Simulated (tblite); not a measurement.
## Geometry relaxation of Sn₁₉H₃₀ (part 1 of 2)

System: Sn₁₉H₃₀.
Method: GFN1-xTB geometry optimisation, gas phase (tblite 0.8.0).

The run did not end well.

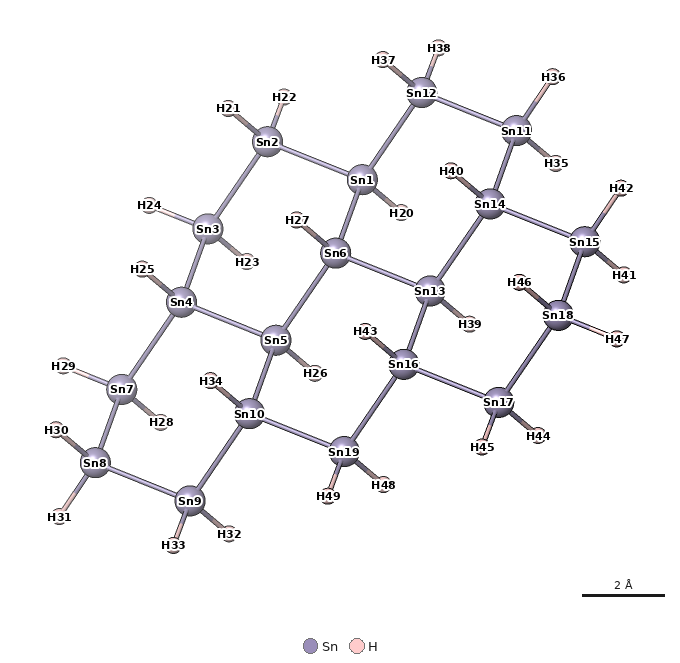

Figure 1. The input geometry (ball-and-stick view, seen at a tilt; atoms are numbered from 1 in the order of the input). Sticks mark near contacts. Bond lengths as drawn: H–Sn 1.71 to 1.73 Å and Sn–Sn 2.79 to 2.81 Å.

Input file
```
{"job": {"kind": "relax", "xc": "GFN1-xTB", "basis": "xTB"}, "charge": 0, "multiplicity": 1}
Sn     0.004900     3.785900    -0.405500
Sn    -2.299400     5.116000     0.489200
Sn    -4.587200     3.785400    -0.402900
Sn    -4.593100     1.140700     0.489900
Sn    -2.297200    -0.190600    -0.400500
Sn    -0.003300     1.135800     0.493500
Sn    -6.888500    -0.187700    -0.407200
Sn    -6.885200    -2.838100     0.497600
Sn    -4.589700    -4.168600    -0.404300
Sn    -2.299000    -2.841600     0.497700
Sn     4.590300     3.786500    -0.406000
Sn     2.293700     5.111400     0.496100
Sn     2.292800    -0.188700    -0.398900
Sn     4.594600     1.135700     0.493400
Sn     6.886400    -0.184300    -0.403700
Sn     2.294300    -2.840200     0.502400
Sn     4.592800    -4.164600    -0.403000
Sn     6.887500    -2.844200     0.495100
Sn    -0.000600    -4.164700    -0.401400
H      0.002800     3.788600    -2.121200
H     -2.298500     5.117200     2.217600
H     -2.297100     6.737800    -0.073800
H     -4.589000     3.792300    -2.117300
H     -6.002100     4.594900     0.164400
H     -4.591900     1.138900     2.217000
H     -2.302300    -0.190300    -2.121400
H      0.000700     1.138600     2.215400
H     -6.889200    -0.188800    -2.122700
H     -8.293400     0.622500     0.163900
H     -6.887500    -2.840400     2.219500
H     -8.290400    -3.651700    -0.074700
H     -4.594300    -4.165200    -2.123700
H     -4.593400    -5.789300     0.164000
H     -2.294100    -2.842100     2.219800
H      4.593600     3.789500    -2.127200
H      5.998400     4.601400     0.163000
H      2.295400     5.113500     2.212000
H      2.297100     6.738800    -0.076200
H      2.297300    -0.193300    -2.124000
H      4.587600     1.139700     2.217300
H      6.888500    -0.191700    -2.120100
H      8.299900     0.616500     0.169600
H      2.301100    -2.839800     2.212500
H      4.595000    -4.167000    -2.125700
H      4.588700    -5.787700     0.168300
H      6.886700    -2.839200     2.212700
H      8.296400    -3.652200    -0.074200
H     -0.000300    -4.163900    -2.121600
H      0.001600    -5.789000     0.166100
```

The first line tells a small driver script what to run in tblite; the rest is the geometry in Å.

Hardware: 2 CPU threads, shared host.

Run as:
```bash
OMP_NUM_THREADS=2 python <driver script> task.json out
```

Output
```
step      E/eV     max force
  0   -1744.23896    0.812
  1   -1744.36874    0.566
  2   -1744.71636    0.555
  3   -1744.82182    0.582
  4   -1745.07288    0.488
  5   -1745.14417    0.307
  6   -1745.17715    0.289
  7   -1745.20649    0.249
  8   -1745.26054    0.445
  9   -1745.32731    0.500
 10   -1745.38967    0.407
 11   -1745.43404    0.358
 12   -1745.47216    0.366
 13   -1745.50839    0.378
 14   -1745.53984    0.335
 15   -1745.56189    0.211
 16   -1745.57340    0.143
 17   -1745.58118    0.146
 18   -1745.59153    0.205
 19   -1745.60684    0.253
 20   -1745.63066    0.384
 21   -1745.66512    0.452
 22   -1745.70822    0.397
 23   -1745.75365    0.350
 24   -1745.79939    0.360
 25   -1745.84141    0.361
 26   -1745.88488    0.410
 27   -1745.92082    0.435
 28   -1745.95099    0.383
 29   -1745.97692    0.280
 30   -1745.99823    0.277
 31   -1746.01656    0.328
 32   -1746.03140    0.294
 33   -1746.04321    0.237
 34   -1746.05344    0.175
 35   -1746.06143    0.099
 36   -1746.06541    0.091
 37   -1746.06753    0.084
 38   -1746.06972    0.088
 39   -1746.07214    0.092
 40   -1746.07534    0.119
 41   -1746.07962    0.160
 42   -1746.08521    0.168
 43   -1746.09106    0.125
 44   -1746.09537    0.086
 45   -1746.09771    0.069
 46   -1746.09927    0.066
 47   -1746.10098    0.065
 48   -1746.10304    0.078
 49   -1746.10547    0.081
 50   -1746.10826    0.091
 51   -1746.11154    0.114
 52   -1746.11531    0.117
 53   -1746.11935    0.130
 54   -1746.12318    0.108
 55   -1746.12641    0.098
 56   -1746.12898    0.074
 57   -1746.13122    0.082
 58   -1746.13377    0.096
 59   -1746.13746    0.117
 60   -1746.14269    0.152
 61   -1746.14853    0.132
 62   -1746.15314    0.104
 63   -1746.15622    0.098
 64   -1746.15875    0.090
 65   -1746.16150    0.111
 66   -1746.16439    0.092
 67   -1746.16702    0.087
 68   -1746.16928    0.095
 69   -1746.17149    0.085
 70   -1746.17373    0.075
 71   -1746.17573    0.074
 72   -1746.17737    0.081
 73   -1746.17867    0.057
 74   -1746.17973    0.051
 75   -1746.18074    0.052
 76   -1746.18192    0.058
 77   -1746.18332    0.057
 78   -1746.18470    0.057
 79   -1746.18576    0.049
 80   -1746.18655    0.056
 81   -1746.18734    0.048
 82   -1746.18826    0.052
 83   -1746.18923    0.052
 84   -1746.19016    0.059
 85   -1746.19102    0.056
 86   -1746.19178    0.040
 87   -1746.19236    0.034
 88   -1746.19278    0.035
 89   -1746.19318    0.035
 90   -1746.19376    0.044
 91   -1746.19461    0.054
 92   -1746.19578    0.066
 93   -1746.19714    0.070
 94   -1746.19847    0.060
 95   -1746.19954    0.043
 96   -1746.20027    0.036
 97   -1746.20083    0.046
 98   -1746.20138    0.057
 99   -1746.20206    0.053
100   -1746.20286    0.053
101   -1746.20367    0.052
102   -1746.20441    0.049
103   -1746.20512    0.050
104   -1746.20587    0.050
105   -1746.20665    0.060
106   -1746.20737    0.064
107   -1746.20801    0.049
108   -1746.20855    0.037
109   -1746.20896    0.036
110   -1746.20933    0.039
111   -1746.20972    0.043
112   -1746.21022    0.050
113   -1746.21083    0.060
114   -1746.21146    0.062
115   -1746.21202    0.050
116   -1746.21242    0.028
117   -1746.21268    0.024
118   -1746.21288    0.027
119   -1746.21309    0.028
120   -1746.21335    0.026
121   -1746.21371    0.034
122   -1746.21415    0.036
123   -1746.21464    0.038
124   -1746.21520    0.042
125   -1746.21604    0.046
126   -1746.22116    0.138
127   -1746.21618    0.051
128   -1746.21516    0.024
129   -1746.21811    0.078
130   -1746.21523    0.027
131   -1746.20741    0.065
132   -1746.21532    0.027
133   -1746.21604    0.032
134   -1746.22134    0.081
135   -1746.21605    0.034
136   -1746.21449    0.033
137   -1746.21815    0.050
138   -1746.21454    0.033
139   -1746.20341    0.092
140   -1746.21459    0.032
141   -1746.21576    0.029
142   -1746.21921    0.046
143   -1746.21484    0.033
144   -1746.20436    0.088
145   -1746.21491    0.031
146   -1746.21616    0.027
147   -1746.22260    0.070
148   -1746.21614    0.028
149   -1746.21377    0.039
150   -1746.21838    0.035
151   -1746.22950    0.111
152   -1746.21811    0.039
153   -1746.21560    0.031
154   -1746.20719    0.081
155   -1746.21579    0.027
156   -1746.21718    0.027
157   -1746.21173    0.049
158   -1746.21721    0.027
159   -1746.22508    0.083
160   -1746.21678    0.027
161   -1746.21490    0.031
162   -1746.22008    0.047
163   -1746.21494    0.030
164   -1746.20413    0.091
165   -1746.21499    0.029
166   -1746.21645    0.024
167   -1746.22404    0.072
168   -1746.21642    0.025
169   -1746.21413    0.035
170   -1746.21924    0.037
171   -1746.21417    0.033
172   -1746.20095    0.105
173   -1746.21422    0.032
174   -1746.21596    0.024
175   -1746.22226    0.057
176   -1746.21570    0.026
177   -1746.21097    0.053
178   -1746.21719    0.025
179   -1746.22436    0.072
180   -1746.21639    0.025
181   -1746.21387    0.035
182   -1746.21925    0.035
183   -1746.21391    0.034
184   -1746.19986    0.110
185   -1746.21395    0.033
186   -1746.21590    0.023
187   -1746.22212    0.053
188   -1746.21548    0.026
189   -1746.20905    0.063
190   -1746.21657    0.023
191   -1746.22000    0.038
192   -1746.21423    0.032
193   -1746.20098    0.104
194   -1746.21429    0.031
195   -1746.21625    0.023
196   -1746.22437    0.067
197   -1746.21621    0.024
198   -1746.21298    0.040
199   -1746.21884    0.030
200   -1746.23245    0.110
201   -1746.21866    0.034
202   -1746.21577    0.028
203   -1746.20652    0.083
204   -1746.21592    0.025
205   -1746.21825    0.027
206   -1746.21215    0.045
207   -1746.21826    0.028
208   -1746.23092    0.104
209   -1746.21817    0.030
210   -1746.21560    0.028
211   -1746.20573    0.086
212   -1746.21572    0.026
213   -1746.21796    0.026
214   -1746.21157    0.048
215   -1746.21798    0.027
216   -1746.23018    0.099
217   -1746.21792    0.028
218   -1746.21543    0.028
219   -1746.20493    0.089
220   -1746.21551    0.027
221   -1746.21773    0.026
222   -1746.21101    0.052
223   -1746.21775    0.026
224   -1746.22962    0.095
225   -1746.21770    0.027
226   -1746.21522    0.029
227   -1746.20403    0.093
228   -1746.21529    0.028
229   -1746.21751    0.025
230   -1746.21044    0.055
231   -1746.21753    0.025
232   -1746.22905    0.091
233   -1746.21748    0.027
234   -1746.21495    0.031
235   -1746.22201    0.051
236   -1746.21498    0.030
237   -1746.20316    0.095
238   -1746.21503    0.029
239   -1746.21728    0.025
240   -1746.22836    0.085
241   -1746.21724    0.026
242   -1746.21465    0.032
243   -1746.22158    0.047
244   -1746.21468    0.031
245   -1746.20200    0.100
246   -1746.21472    0.030
247   -1746.21699    0.024
248   -1746.22753    0.080
249   -1746.21696    0.025
250   -1746.21421    0.034
251   -1746.22097    0.042
252   -1746.21423    0.033
253   -1746.20032    0.108
254   -1746.21427    0.032
255   -1746.21662    0.024
256   -1746.22649    0.074
257   -1746.21660    0.025
258   -1746.21345    0.038
259   -1746.22008    0.037
260   -1746.21347    0.037
261   -1746.19759    0.120
262   -1746.21351    0.036
263   -1746.21611    0.024
264   -1746.22511    0.065
265   -1746.21608    0.025
266   -1746.21183    0.048
267   -1746.21868    0.029
268   -1746.23315    0.107
269   -1746.21862    0.031
270   -1746.21570    0.029
271   -1746.20519    0.087
272   -1746.21578    0.027
273   -1746.21866    0.029
274   -1746.21174    0.048
275   -1746.21866    0.030
276   -1746.23313    0.107
277   -1746.21860    0.031
278   -1746.21567    0.030
279   -1746.20503    0.088
280   -1746.21575    0.028
281   -1746.21865    0.029
282   -1746.21166    0.049
283   -1746.21865    0.030
284   -1746.23319    0.107
285   -1746.21860    0.031
286   -1746.21567    0.030
287   -1746.20490    0.089
288   -1746.21573    0.028
289   -1746.21866    0.030
290   -1746.21161    0.050
291   -1746.21866    0.030
292   -1746.23326    0.107
293   -1746.21862    0.031
294   -1746.21566    0.030
295   -1746.20478    0.090
296   -1746.21571    0.028
297   -1746.21867    0.030
298   -1746.21155    0.051
299   -1746.21867    0.031
300   -1746.23333    0.108
301   -1746.21865    0.032
302   -1746.21566    0.030
303   -1746.20464    0.092
304   -1746.21568    0.029
305   -1746.21866    0.031
306   -1746.21148    0.052
307   -1746.21866    0.031
308   -1746.23331    0.108
309   -1746.21866    0.032
310   -1746.21564    0.031
311   -1746.20459    0.092
312   -1746.21565    0.030
313   -1746.21865    0.031
314   -1746.21146    0.052
315   -1746.21865    0.031
316   -1746.23321    0.108
317   -1746.21865    0.032
318   -1746.21562    0.031
319   -1746.20452    0.093
320   -1746.21562    0.030
321   -1746.21863    0.031
322   -1746.21143    0.053
323   -1746.21863    0.032
324   -1746.23307    0.108
325   -1746.21863    0.032
326   -1746.21558    0.031
327   -1746.20446    0.094
328   -1746.21560    0.030
329   -1746.21862    0.031
330   -1746.21138    0.053
331   -1746.21862    0.031
332   -1746.23307    0.105
333   -1746.21862    0.032
334   -1746.21557    0.031
335   -1746.20439    0.094
336   -1746.21557    0.030
337   -1746.21859    0.031
338   -1746.21138    0.053
339   -1746.21859    0.031
340   -1746.23284    0.105
341   -1746.21859    0.031
342   -1746.21553    0.031
343   -1746.20436    0.094
344   -1746.21554    0.030
345   -1746.21854    0.030
346   -1746.21134    0.053
347   -1746.21853    0.031
348   -1746.23250    0.104
```
